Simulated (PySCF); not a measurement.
Molecule: Cd(NMe2)(SiH3), C2H9CdNSi, SMILES C[N](C)[Cd][SiH3]. Atoms near the plane z = 1.2 Å, at the PBE0/def2-SVP optimised geometry (x, y, z in Å): Cd1 (0.2, 0.0, 0.0), N2 (-1.8, 0.0, 0.0), C3 (-2.6, -0.6, 1.0), H5 (-3.3, 0.1, 1.5), H6 (-3.3, -1.4, 0.6), H7 (-2.0, -1.1, 1.8), Si11 (2.7, 0.0, 0.0), H12 (3.3, 0.6, 1.3), H14 (3.3, -1.4, -0.1).

Calculation: PBE0/def2-TZVP, def2 effective core potentials past Kr run with PySCF. The core electrons that the potentials of Cd replace are not part of the density. Cells within 0.4 Å of a nucleus heavier than hydrogen are left out (blank, or x). The values are rescaled to run from 0 to 1.

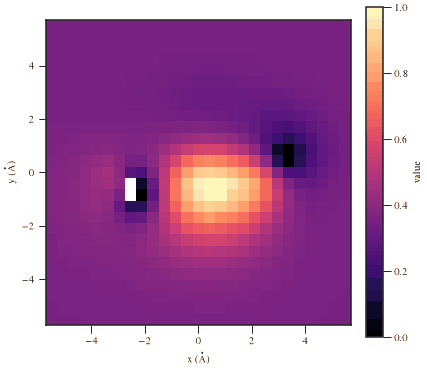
Figure. a field on the plane z = 1.2 Å.

Q: Which quantity is mapped?
A) log10 of the electron density
B) deformation density (molecule minus spherical neutral atoms)
C) an orbital amplitude
D) Laplacian of the electron density

A: C, an orbital amplitude. In full: LUMO amplitude (bohr^(-3/2)).
